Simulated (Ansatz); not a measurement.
# Run report: SiH₅Cl₂OF, single-point calculation

- system: SiH₅Cl₂OF
- method: RKS PBE0-D4/def2-TZVPP (Ansatz 0.2.0)

The geometry is the reactant side of a reaction. The geometry comes from this level: PBE0-D4/def2-TZVP.

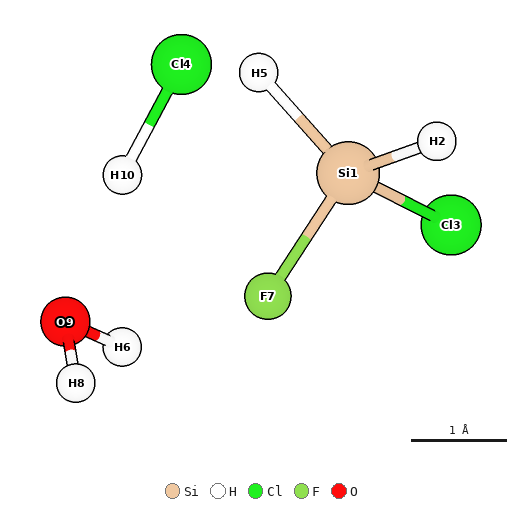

The structure as given in the input (ball-and-stick view, seen at a tilt; atoms are numbered from 1 in the order of the input).

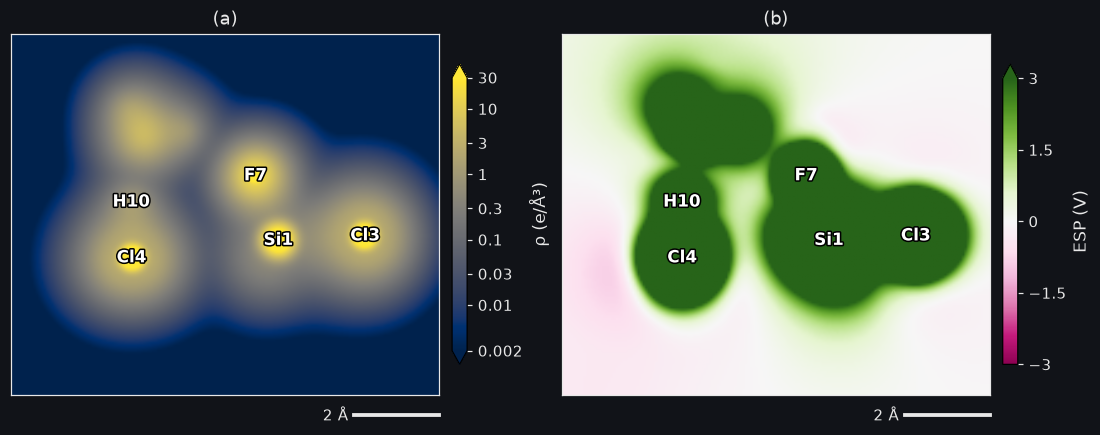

(a) electron density; (b) electrostatic potential on the plane of atoms Cl3, Si1 and F7. Si–Cl (2.04 Å): ρ is about 0.94 e/Å³ halfway. Cl–H (1.32 Å): ρ is about 1.9 e/Å³ halfway, with its minimum of 1.5 e/Å³ about 1.0 Å from Cl.

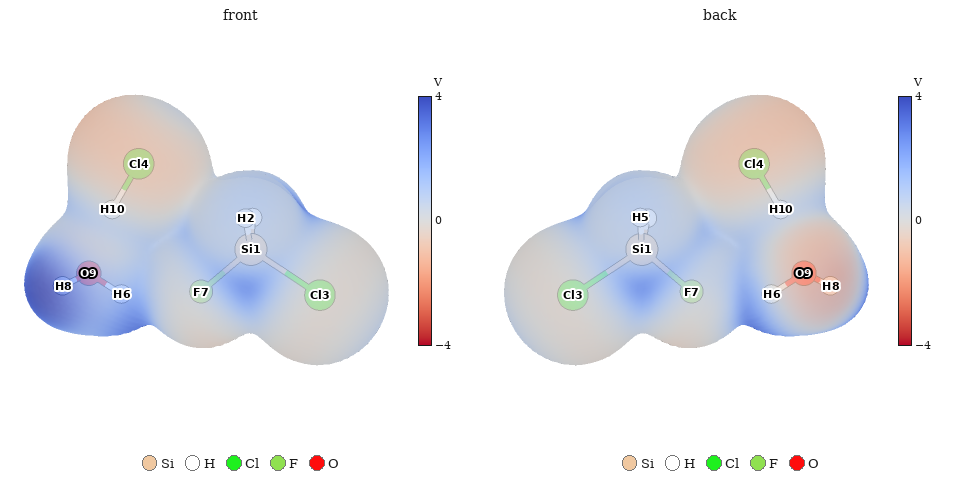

The electrostatic potential painted on the density surface at 0.004 e/bohr³, seen face on and from behind; the colour scale runs from red (negative) to blue (positive).

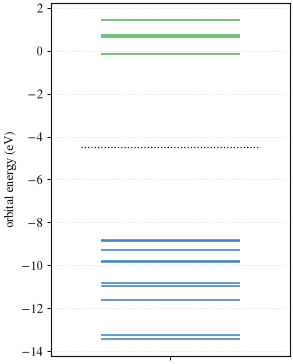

Orbital energies near the frontier; the dotted line parts filled from empty levels, and levels within 0.02 eV of each other stand side by side. Highest filled −8.81 eV, lowest empty −0.14 eV, 8.67 eV apart.

These pictures come from the run below.

**The input**
```yaml
crystal:
  periodic: [false, false, false]
  atoms:
    - {symbol: Si, position_ang: [-1.247506, 0.445850, -1.175359]}
    - {symbol: H, position_ang: [-0.216979, 1.024498, -2.049979]}
    - {symbol: Cl, position_ang: [-2.792359, -0.207431, -2.337966]}
    - {symbol: Cl, position_ang: [1.337734, 1.775488, 0.736133]}
    - {symbol: H, position_ang: [-1.786626, 1.334996, -0.135950]}
    - {symbol: H, position_ang: [0.609801, -1.379078, 1.029465]}
    - {symbol: F, position_ang: [-0.634046, -0.857044, -0.461723]}
    - {symbol: H, position_ang: [2.059436, -1.607804, 1.500334]}
    - {symbol: O, position_ang: [1.273227, -1.080220, 1.663448]}
    - {symbol: H, position_ang: [1.397317, 0.550745, 1.231695]}
basis:
  gaussian: {orbitals: def2-TZVPP}
hamiltonian: {xc: pbe0, dispersion: d4}
output: {orbitals: {seedname: orbitals}}
```

Command:
```bash
ansatz run in.yaml --threads 8 --pin off --events-out ev --progress --plain --max-ram 19148MiB
```

**What the program printed**
```
Functional definition: PBE0
  name "PBE0"
  cite "Adamo & Barone, J. Chem. Phys. 110, 6158 (1999) doi:10.1063/1.478522"
  cite "Perdew, Burke & Ernzerhof, Phys. Rev. Lett. 77, 3865 (1996) doi:10.1103/PhysRevLett.77.3865"
  parent pbe
  parameter a = 0.25
  parameter kappa = 0.804
  parameter beta = 0.06672455060314922
  exchange = (1 - a)*pbe_x(kappa = kappa, mu = beta*pi^2/3) + a*exact_x
  correlation = pbe_c(beta = beta)
1543 factors; their error is unknown
mean field evaluation 1: about -37754.1356 eV, gradient 5.6e1 eV
mean field evaluation 2: about -37748.8338 eV, gradient 8.0e1 eV
mean field evaluation 4: about -37758.7166 eV, gradient 1.8e0 eV
mean field evaluation 8: about -37758.7227 eV, gradient 1.3e-1 eV
mean field evaluation 16: about -37758.8182 eV, gradient 1.8e-4 eV
mean field -37758.81821919 eV, -1387.6109757091 hartree, gradient 4.3e-5 eV, S^2 0.000000; 0 other end points of the search recorded, 0 dependent functions left out
reference -37758.81825217 eV, -1387.6109769208 hartree; 35, 35 occupied and 223, 223 virtual orbitals, 1543 factors
Total energy: -37758.98470384 eV, -1387.6170939071 hartree
```

**Key numbers**

```csv
quantity,value
outcome,converged
total energy,−37758.9847 eV
mean-field energy,−37758.8183 eV
dispersion energy,−0.1665 eV
SCF solution under orbital rotations,stable
HOMO,−8.81 eV
LUMO,−0.14 eV
hardware,"8 threads of Arm Neoverse V2, 23 GiB of memory available, shared host"
wall time,2 s (CPU time 14 s)
peak memory,0.76 GiB
```
